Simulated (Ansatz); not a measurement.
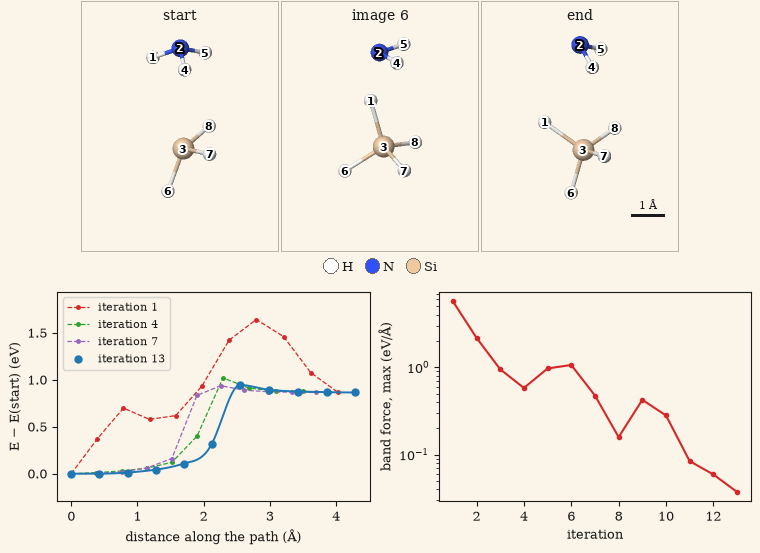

A nudged-elastic-band calculation for SiNH$_{6}$ (multiplicity 2), made up at the start of NH3 and SiH$_{3}$. Images are numbered from 0 (start) to 10 (end). The plot follows the band through its iterations. A ball-and-stick model, seen from a free direction.

The calculation used Ansatz 0.2.0, UKS r2SCAN/def2-SVP. Set-up: 9 movable images; climbing image; force threshold 0.05 eV/Å; iteration limit 60; starting path through a guess of the saddle point.

### How did the profile develop, and is the result final?

The result is final at these settings. The band converged in 13 iterations. The largest component of the band force went from 5.7 to 0.037 eV/Å. The climbing image converged on the top of the path. Its vibrational analysis gives one imaginary mode (365i cm⁻¹), as a transition state must have. The first iteration put the highest image at 1.64 eV. Forward barrier 0.95 eV, backward barrier 0.08 eV, with image 6 at the top; the reaction energy is +0.87 eV.

Limits of the set-up: the start holds two separate molecules, 2.8 Å apart at their closest, whose relative position is a soft coordinate and is computed without a dispersion correction.

Cost: 3.2 min on 2 threads of AMD EPYC 7R43 64-Core Processor (Zen 3) (shared host), peak memory 0.17 GiB.
